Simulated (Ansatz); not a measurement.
# InMe2H (C2H7In): structure and electronic state

What does InMe2H (C2H7In) look like as a singlet, and where do its frontier electrons sit?

Computed with Ansatz 0.2.0, Gaussian basis. Level: RKS PBE0-D4/def2-TZVP.

The runs, in order: a search for the lowest solution at PBE0-D4/def2-SVP; a single point at PBE0-D4/def2-TZVP.

2 further runs of the same task are left out: 2 set aside as unsound or not needed.

**1. The relaxed structure**

The singlet was relaxed beforehand with r2SCAN-D4/def2-SVP.

10 atoms, charge 0, spin multiplicity 1.

Atoms are counted from 1 here; the program's logs count them from 0.

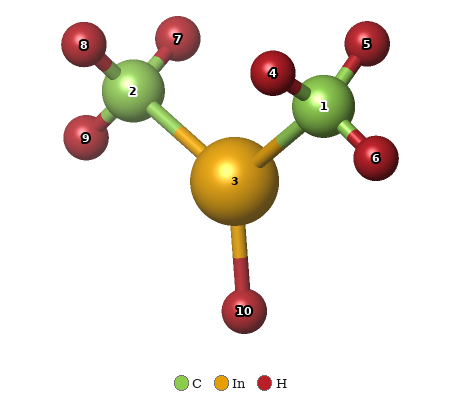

The geometry (carbon green, indium amber, hydrogen red); atoms are numbered from 1 in the order of the file.

In takes a core potential in the def2 sets. No spin-orbit coupling is included.

Bonds by kind at the end (by distance):

```tsv
bond	count	shortest (Å)	longest (Å)
C–In	2	2.175	2.175
C–H	6	1.100	1.103
H–In	1	1.742	1.742
```

**2. Searching for the lowest solution, PBE0-D4/def2-SVP**

start.molden holds the orbitals of an earlier run on this state, given as this run's starting guess.

Input file in.yaml:

```yaml
crystal:
  periodic: [false, false, false]
  atoms:
    - {symbol: C, position_ang: [1.751147, -0.712050, 0.000509]}
    - {symbol: C, position_ang: [-1.480616, 1.174873, 0.004293]}
    - {symbol: In, position_ang: [-0.424091, -0.726627, -0.003645]}
    - {symbol: H, position_ang: [2.117581, -0.251244, 0.932567]}
    - {symbol: H, position_ang: [2.127796, -0.100095, -0.835164]}
    - {symbol: H, position_ang: [2.174803, -1.723785, -0.081059]}
    - {symbol: H, position_ang: [-1.287569, 1.708685, -0.940861]}
    - {symbol: H, position_ang: [-1.109187, 1.814290, 0.821427]}
    - {symbol: H, position_ang: [-2.567114, 1.046792, 0.117993]}
    - {symbol: H, position_ang: [-1.302750, -2.230849, -0.016060]}
basis:
  gaussian: {orbitals: def2-SVP, initial_orbitals: start.molden}
hamiltonian: {xc: pbe0, dispersion: d4}
output: {orbitals: {seedname: orbitals}}
```

Run with:

```console
ansatz run in.yaml --threads 2 --pin off --events-out ev --progress --plain --max-ram 4352MiB
```

What it wrote:

```text
Functional definition: PBE0
  name "PBE0"
  cite "Adamo & Barone, J. Chem. Phys. 110, 6158 (1999) doi:10.1063/1.478522"
  cite "Perdew, Burke & Ernzerhof, Phys. Rev. Lett. 77, 3865 (1996) doi:10.1103/PhysRevLett.77.3865"
  parent pbe
  parameter a = 0.25
  parameter kappa = 0.804
  parameter beta = 0.06672455060314922
  exchange = (1 - a)*pbe_x(kappa = kappa, mu = beta*pi^2/3) + a*exact_x
  correlation = pbe_c(beta = beta)
1089 factors; their error is unknown
mean field evaluation 1: about -7262.1681 eV, gradient 1.4e2 eV
mean field evaluation 2: about -7300.1789 eV, gradient 6.1e1 eV
mean field evaluation 4: about -7353.8624 eV, gradient 2.5e1 eV
mean field evaluation 8: about -7356.8548 eV, gradient 1.2e-4 eV
mean field evaluation 16: about -7356.7554 eV, gradient 1.7e-1 eV
mean field -7356.85484373 eV, -270.3594288516 hartree, gradient 1.3e-5 eV, S^2 0.000000; 1 other end points of the search recorded, 0 dependent functions left out
reference -7356.85487893 eV, -270.3594301452 hartree; 20, 20 occupied and 69, 69 virtual orbitals, 1089 factors
Total energy: -7356.97804239 eV, -270.3639563191 hartree
```

It took 2.2 s on 2 threads of Arm Neoverse V1, shared host.

From the report: HOMO -7.15 eV, LUMO -1.17 eV.

**3. Single point, PBE0-D4/def2-TZVP**

in.yaml, as its differences from that of step 2:

```diff
@@ -14,4 +14,5 @@
 basis:
-  gaussian: {orbitals: def2-SVP, initial_orbitals: start.molden}
+  gaussian: {orbitals: def2-TZVP, initial_orbitals: start.molden}
 hamiltonian: {xc: pbe0, dispersion: d4}
+scf: {omitted_lower_state_checks: [starts]}
 output: {orbitals: {seedname: orbitals}}
```

Same command.

What it wrote:

```text
Functional definition: PBE0
  name "PBE0"
  cite "Adamo & Barone, J. Chem. Phys. 110, 6158 (1999) doi:10.1063/1.478522"
  cite "Perdew, Burke & Ernzerhof, Phys. Rev. Lett. 77, 3865 (1996) doi:10.1103/PhysRevLett.77.3865"
  parent pbe
  parameter a = 0.25
  parameter kappa = 0.804
  parameter beta = 0.06672455060314922
  exchange = (1 - a)*pbe_x(kappa = kappa, mu = beta*pi^2/3) + a*exact_x
  correlation = pbe_c(beta = beta)
these checks for a lower state are left out or cut short: starts
1149 factors; their error is unknown
mean field evaluation 1: about -7358.2513 eV, gradient 6.6e1 eV
mean field evaluation 2: about -7359.4768 eV, gradient 1.4e0 eV
mean field evaluation 4: about -7359.5169 eV, gradient 3.6e-1 eV
mean field evaluation 8: about -7359.5171 eV, gradient 9.6e-6 eV
mean field -7359.51705724 eV, -270.4572633938 hartree, gradient 9.6e-6 eV, S^2 0.000000; 0 other end points of the search recorded, 0 dependent functions left out
reference -7359.51709536 eV, -270.4572647946 hartree; 20, 20 occupied and 134, 134 virtual orbitals, 1149 factors
Total energy: -7359.64025883 eV, -270.4617909686 hartree
Checks for a lower state left out: starts
```

It took 2.5 s on 2 threads of Arm Neoverse V1, shared host.

Report: HOMO -7.19 eV, LUMO -1.23 eV.

Mulliken charges, from this run's orbitals:

```tsv
atom	value (e)
C1	-0.70
C2	-0.70
In3	0.68
H4	0.14
H5	0.14
H6	0.15
H7	0.14
H8	0.14
H9	0.15
H10	-0.12
```

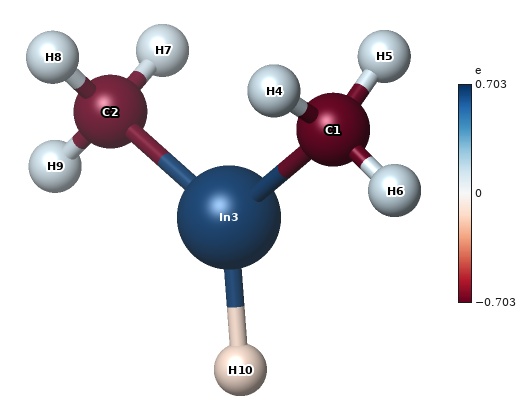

Mulliken charges, from this run's orbitals, as colours on the atoms.

Largest Mayer bond orders: C1–H6 0.96; C2–H9 0.96; C1–H5 0.95; C2–H8 0.95; C1–H4 0.95; C2–H7 0.95; In3–H10 0.91; C1–In3 0.87; C2–In3 0.87.

**4. Results**

| quantity | value |
| --- | --- |
| point group | C2 |
| commonest bond, hydrogen aside | C–In, 2 of mean length 2.175 Å |
| HOMO, LUMO at PBE0-D4/def2-TZVP | -7.19, -1.23 eV |

In words: No usable vibrations, so a minimum isn't proven. The point group is read from a loosely relaxed geometry; soft torsions can leave it below the true symmetry.
